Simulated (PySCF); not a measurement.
## Run report: CH₃FOSi, NMR shielding calculation

System: CH₃FOSi, SMILES O=C[SiH2]F.
Method: GIAO PBE0/pcSseg-2 NMR shielding, non-relativistic, gas phase (PySCF 2.14.0).

The geometry comes from this level: PBE0-D3(BJ)/def2-SVP. Figures and captions count atoms from 1; the log counts them from 0 in places.

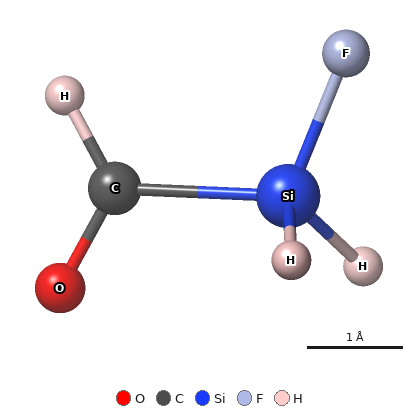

The structure as given in the input (ball-and-stick view, seen at a tilt).

The input:
```
{"job": {"kind": "nmr", "xc": "PBE0", "basis": "pcSseg-2", "pop": false}, "charge": 0, "multiplicity": 1}
O      1.853537    -0.913813    -0.085297
C      1.171393     0.081983    -0.111632
Si    -0.721991    -0.141287     0.121352
F     -1.468738     1.303256     0.074046
H      1.639319     1.093272    -0.267486
H     -0.959539    -0.766376     1.449201
H     -1.231949    -0.987766    -0.989764
```

The first line tells a small driver script what to run in PySCF; the rest is the geometry in Å.

Output:
```
coarse grid: 6744 points
cycle   1  E = -504.1149623799  dE =  3.264e-01  |g| = 8.850e-01  |ddm| = 1.928e+00
cycle   2  E = -503.5856047543  dE =  5.294e-01  |g| = 1.881e+00  |ddm| = 1.540e+00
cycle   3  E = -504.2521618059  dE = -6.666e-01  |g| = 1.843e-01  |ddm| = 1.212e+00
cycle   4  E = -504.2565710561  dE = -4.409e-03  |g| = 1.017e-01  |ddm| = 1.257e-01
cycle   5  E = -504.2581526383  dE = -1.582e-03  |g| = 1.195e-02  |ddm| = 4.695e-02
cycle   6  E = -504.2581763486  dE = -2.371e-05  |g| = 4.045e-03  |ddm| = 7.537e-03
cycle   7  E = -504.2581798802  dE = -3.532e-06  |g| = 1.112e-03  |ddm| = 3.677e-03
final grid: 62064 points
cycle   8  E = -504.2575718520  dE = -2.380e-05  |g| = 9.319e-03  |ddm| = 1.792e-02
cycle   9  E = -504.2575163845  dE =  5.547e-05  |g| = 1.964e-02  |ddm| = 1.191e-02
cycle  10  E = -504.2575873676  dE = -7.098e-05  |g| = 8.932e-04  |ddm| = 8.959e-03
cycle  11  E = -504.2575875340  dE = -1.664e-07  |g| = 1.981e-04  |ddm| = 7.500e-04
cycle  12  E = -504.2575875412  dE = -7.287e-09  |g| = 6.028e-05  |ddm| = 1.324e-04
cycle  13  E = -504.2575875417  dE = -4.247e-10  |g| = 2.758e-05  |ddm| = 4.192e-05
```

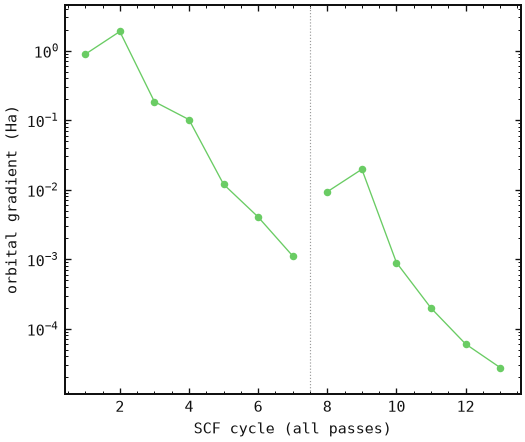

Convergence of the self-consistent field: orbital gradient against the SCF cycle. The dotted line marks the change from a coarse to the final integration grid. The first 7 cycles use a coarse grid, the final grid takes over at cycle 8, and the field converges after 13 cycles in all.

```
converged SCF energy = -504.2575875417

GIAO shielding tensors (ppm)
atom      isotropic    diamagn.    paramagn.     s11        s22        s33       span
  0 O     -602.195     392.064    -994.259  -1681.337   -564.090    438.842   2120.179
  1 C      -70.938     250.774    -321.712   -198.035   -101.760     86.980    285.015
  2 Si     380.955     875.989    -495.034    307.171    366.356    469.337    162.166
  3 F      395.051     467.223     -72.173    375.022    402.314    407.816     32.794
  4 H       18.834      27.882      -9.048     12.613     20.801     23.089     10.476
  5 H       26.438      28.398      -1.960     23.471     25.613     30.230      6.759
  6 H       26.434      28.424      -1.991     23.471     25.618     30.213      6.742
```

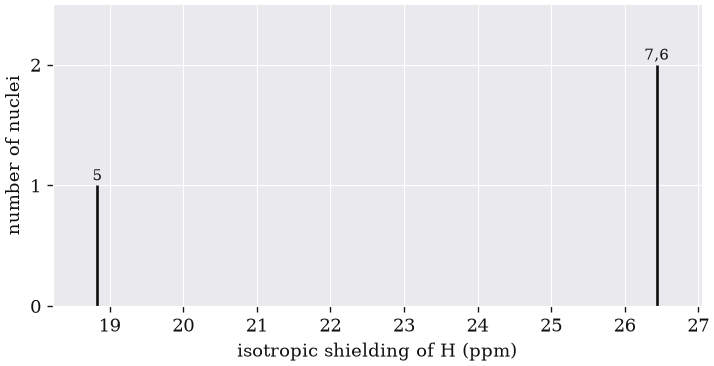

Isotropic shieldings of the hydrogen nuclei in this fixed geometry, labelled by atom number; shielding grows to the right, so chemical shift grows to the left. The least shielded is H5 (18.8 ppm), the most shielded H6 (26.4 ppm).

Summary:

- outcome: converged
- total energy: −504.257588 hartree
- HOMO: −7.50 eV
- LUMO: −2.07 eV
- dipole moment: 0.79 D
- isotropic shielding, O: −602.2 ppm
- isotropic shielding, C: −70.9 ppm
- isotropic shielding, Si: 381.0 ppm
- isotropic shielding, F: 395.1 ppm
- isotropic shielding, H: 18.8 to 26.4 ppm
- hardware: 1 CPU thread, shared host
- wall time: 13 s
- peak memory: 0.75 GiB
